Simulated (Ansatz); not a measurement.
# A computed series for hypothetical CdI2 type HfO2: pressure series

Start from HfO$_{2}$ in the CdI2 type structure (space group P-3m1, No. 164; a = 3.208 Å, c = 4.515 Å; a hypothetical phase, not in the database extracts checked; layered, stacked along the Cartesian z axis).

Cell and atoms are relaxed at each pressure.

The values are results of Kohn–Sham DFT with the PBEsol-D3(BJ) functional, run in Ansatz (a first-principles code) with PAW and 420 eV plane waves, scalar-relativistic without spin-orbit coupling, not measurements.

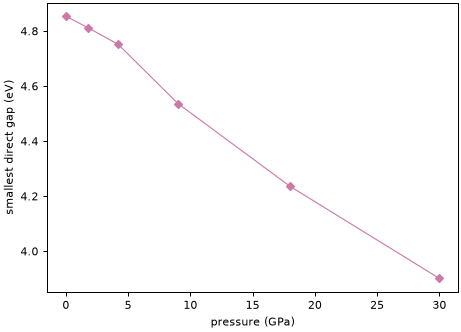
Fig. 1. Smallest direct gap against pressure

Problem. From the plot, what is the smallest direct gap for pressure 18 GPa?

Solution. About 4.24 eV.

Problem. Is the trend monotonic over the range shown?

Solution. Yes, it falls throughout, spanning 3.90 eV to 4.85 eV.

Spin-orbit coupling, missing from the scalar runs, can matter with Hf. Load acts through the strain it causes; cell and atoms are relaxed under it. No phonon test of stability was made. Competing high-pressure phases were not computed.
